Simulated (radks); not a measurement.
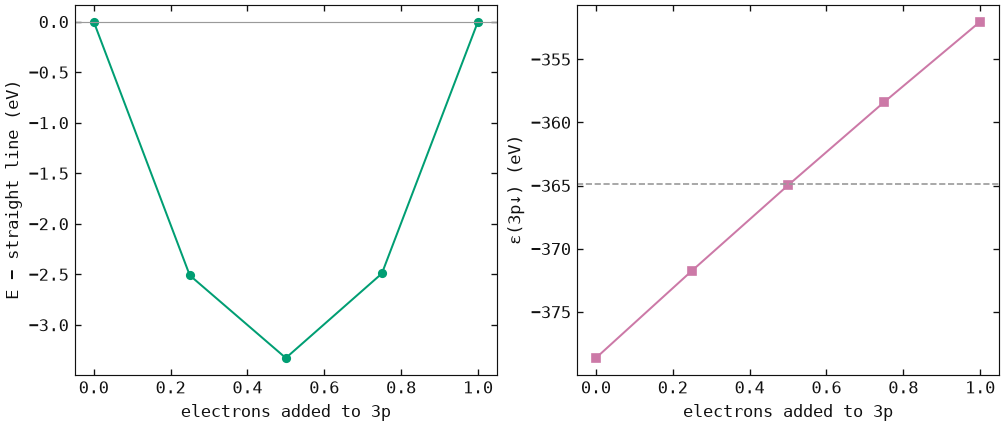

Level of theory: scalar-relativistic Kohn-Sham, SCAN, spin-polarised, spherical densities, finite nucleus. Computed with the in-house radial solver radks. The occupation of the 3p shell is varied from Nb⁺ ([Ne] 3s2 3p5 3d10 4s2 4p6 4d4 5s1 (high spin)) to Nb ([Kr] 4d4 5s1 (high spin)), with spherical fractional occupations. The plot shows the total energy less the straight line between the end points, and the eigenvalue of 3p↓ (the dashed line is minus the energy to take the whole electron out).

Describe the curve.

Answer. The curve is convex (below the straight line), with the largest deviation among the points computed, −3.33 eV, at 0.5. The end points differ by 364.9 eV, the energy to take the electron out. The eigenvalue, which is the slope of the energy (Janak's theorem), moves from −378.7 eV at 0 to −352.0 eV at 1; for a straight line it would stay constant, and a parabola would sag by an eighth of this change, scaled to a whole electron, 3.33 eV. Convexity is the mark of the delocalisation error, which puts fractional charges too low; for p, d and f shells the spherical spreading of the fraction adds to it. The shell lies under occupied ones, so the straight line is a guide here rather than an exact condition.
